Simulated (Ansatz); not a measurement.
# C5H5F: single point in a Gaussian basis in Python

The task is a single point in a Gaussian basis, for C5H5F. SMILES: C=C=CC(=C)F.

Program: the Python package of Ansatz 0.2.0. Level of theory: B3LYP/def2-SVP. These are calculated values, not measurements.

**1. Starting point**

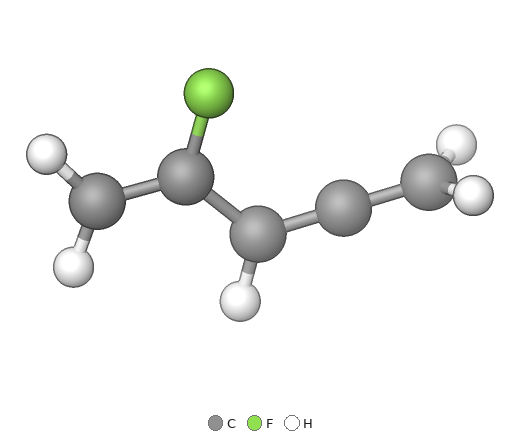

The starting structure, viewed from a chosen angle; carbon grey, fluorine green, hydrogen white.

No structure file is read: the coordinates are typed or built in the script.

**2. The code**

c5h5f.py reads:

```python
'''Single point of C5H5F.'''

import json

import ansatz as az
import numpy as np

geometry = (
    az.Crystal.molecule()
    .atom('C', [2.5341, 0.1632, 0.1636])
    .atom('C', [1.3033, -0.1605, -0.0927])
    .atom('C', [0.0711, -0.4864, -0.3507])
    .atom('C', [-1.0478, 0.2563, 0.1667])
    .atom('C', [-2.3253, -0.049, -0.0772])
    .atom('F', [-0.7868, 1.3284, 0.9473])
    .atom('H', [3.0664, 0.8597, -0.4739])
    .atom('H', [3.0378, -0.2299, 1.0391])
    .atom('H', [-0.1267, -1.3486, -0.9782])
    .atom('H', [-3.1147, 0.5601, 0.3494])
    .atom('H', [-2.6113, -0.8933, -0.6933])
)

model = (
    geometry.calculation()
    .basis(gaussian='def2-SVP')
    .functional('b3lyp')
    .scf(lower_state_search='light')
    .forces()
)
data = model.session().plan(threads=1).execute().report

for key in ('converged', 'free_energy_ev', 'reference_energy_ev', 'n_frozen', 'n_occupied', 'n_virtual'):
    print(f'{key:22s} {data[key]}')

field = data['mean_field']
print('<S^2> =', round(abs(field['state']['spin_squared']), 4), ' all-electron relativity setting:', field['relativity'])
print('passes:', field['passes'])
if 'symmetry' in field:
    print('occupied orbitals by irrep:', field['symmetry']['occupied'])

symbols = [site.symbol for site in geometry.cartesian_sites]
print('forces (eV/A)')
for symbol, f in zip(symbols, data['forces_ev_ang']):
    print(f'  {symbol:2s} {f[0]:9.4f} {f[1]:9.4f} {f[2]:9.4f}')

charges = data['charge_distribution']
print('dipole moment', round(4.803205 * float(np.linalg.norm(charges['dipole_moment_e_ang'])), 3), 'D')
print('Mulliken:', [(s, round(q, 3)) for s, q in zip(symbols, charges['mulliken_charges_e'])])
with open('c5h5f.json', 'w') as handle:
    json.dump({k: data[k] for k in ('free_energy_ev', 'reference_energy_ev', 'n_occupied', 'n_virtual')}, handle, indent=1)
```

**3. Launch**

On the command line:

```bash
python c5h5f.py
```

Standard output:

```text
converged              True
free_energy_ev         -7975.089156160769
reference_energy_ev    -7975.089156160769
n_frozen               0
n_occupied             [22, 22]
n_virtual              [87, 87]
<S^2> = 0.0  all-electron relativity setting: none
passes: {'evaluations': 16, 'products': 13}
occupied orbitals by irrep: [{'A': 22}, {'A': 22}]
forces (eV/A)
  C    -0.0164    0.0436    0.0293
  C     0.8462    0.0999    0.0869
  C    -0.0602    0.0569    0.0406
  C    -1.0838    0.2627    0.1667
  C    -0.2649    0.1427    0.0987
  F     0.3386   -0.3931   -0.2785
  H     0.3097    0.2561   -0.2170
  H     0.3028   -0.1356    0.3175
  H    -0.2604   -0.2716   -0.1977
  H    -0.1927    0.1442    0.1013
  H     0.0809   -0.2059   -0.1478
dipole moment 1.377 D
Mulliken: [('C', -0.177), ('C', 0.185), ('C', -0.166), ('C', 0.232), ('C', -0.075), ('F', -0.2), ('H', 0.059), ('H', 0.059), ('H', 0.034), ('H', 0.029), ('H', 0.021)]
```

Wall time 5.2 s (1 thread of Arm Neoverse V1, shared host); peak memory 0.28 GiB.

c5h5f.json, as written:

```json
{
 "free_energy_ev": -7975.089156160769,
 "reference_energy_ev": -7975.089156160769,
 "n_occupied": [
  22,
  22
 ],
 "n_virtual": [
  87,
  87
 ]
}
```

Lines on the test bed's own set-up are left out of the output.

A comment line of the script is reworded here; the code is as run.

**4. The run's own record**

The report of the run holds:

| item | value |
| --- | --- |
| SCF cycles in all | 18 |
| orbitals | 109 |
| total energy (eV) | -7975.08916 |

**5. Again, from the shell**

Run from a file, the same calculation prints its log.

input.yaml reads:

```yaml
crystal:
  periodic: [false, false, false]
  atoms:
    - { symbol: C, position_ang: [2.5341, 0.1632, 0.1636] }
    - { symbol: C, position_ang: [1.3033, -0.1605, -0.0927] }
    - { symbol: C, position_ang: [0.0711, -0.4864, -0.3507] }
    - { symbol: C, position_ang: [-1.0478, 0.2563, 0.1667] }
    - { symbol: C, position_ang: [-2.3253, -0.049, -0.0772] }
    - { symbol: F, position_ang: [-0.7868, 1.3284, 0.9473] }
    - { symbol: H, position_ang: [3.0664, 0.8597, -0.4739] }
    - { symbol: H, position_ang: [3.0378, -0.2299, 1.0391] }
    - { symbol: H, position_ang: [-0.1267, -1.3486, -0.9782] }
    - { symbol: H, position_ang: [-3.1147, 0.5601, 0.3494] }
    - { symbol: H, position_ang: [-2.6113, -0.8933, -0.6933] }
basis:
  gaussian: { orbitals: def2-SVP }
hamiltonian:
  xc: b3lyp
scf:
  lower_state_search: light
output:
  forces: true
```

On the command line:

```bash
ansatz run input.yaml --threads 1 --pin off --max-ram 4096MiB --backend cpu --events-out ev --progress --plain --runs-dir out
```

Standard output, cut to the lines that bear on the results:

```text
Warning: RAYON_NUM_THREADS=1 ignored (pool sized by the plan → 1); use --threads N
[...]
Functional definition: B3LYP
[...]
1113 factors; integrals over basis functions are off by at most 1.2e-3 eV
[...]
mean field -7975.08892047 eV, -293.0791121179 hartree, gradient 3.5e-5 eV, S^2 0.000000; 0 other end points of the search recorded, 0 dependent functions left out
[...]
reference -7975.08915616 eV, -293.0791207793 hartree; 22, 22 occupied and 87, 87 virtual orbitals, 1113 factors
Total energy: -7975.08915616 eV, -293.0791207793 hartree
Atom 0 at     2.534100     0.163200     0.163600 Å, force    -0.016362     0.043606     0.029280 eV/Å
Atom 1 at     1.303300    -0.160500    -0.092700 Å, force     0.846238     0.099917     0.086872 eV/Å
Atom 2 at     0.071100    -0.486400    -0.350700 Å, force    -0.060209     0.056938     0.040570 eV/Å
Atom 3 at    -1.047800     0.256300     0.166700 Å, force    -1.083758     0.262715     0.166688 eV/Å
Atom 4 at    -2.325300    -0.049000    -0.077200 Å, force    -0.264943     0.142663     0.098707 eV/Å
Atom 5 at    -0.786800     1.328400     0.947300 Å, force     0.338620    -0.393068    -0.278485 eV/Å
Atom 6 at     3.066400     0.859700    -0.473900 Å, force     0.309741     0.256070    -0.216974 eV/Å
Atom 7 at     3.037800    -0.229900     1.039100 Å, force     0.302827    -0.135573     0.317469 eV/Å
Atom 8 at    -0.126700    -1.348600    -0.978200 Å, force    -0.260354    -0.271561    -0.197671 eV/Å
Atom 9 at    -3.114700     0.560100     0.349400 Å, force    -0.192734     0.144177     0.101316 eV/Å
Atom 10 at    -2.611300    -0.893300    -0.693300 Å, force     0.080933    -0.205884    -0.147773 eV/Å
Dipole moment:     0.104587    -0.217019    -0.155234 e Å
```

Run time: 4.8 s. Hardware: 1 thread of Arm Neoverse V1, shared host; peak memory 0.2 GiB.

Script and command line differ by 0.000 meV in the energy.

**6. What came out**

```
     quantity          value
 total energy  -7975.0892 eV
largest force     1.128 eV/Å
dipole moment         1.38 D
```

What this shows: Forces reach 1.13 eV/Å, so the atoms aren't at rest. What to keep in mind:
- The geometry is a force-field or estimated start, not a minimum of this method, and the basis set is short of its limit.
- b3lyp holds the VWN-RPA fit, as in Gaussian; the form of ORCA and Turbomole is b3lyp5.
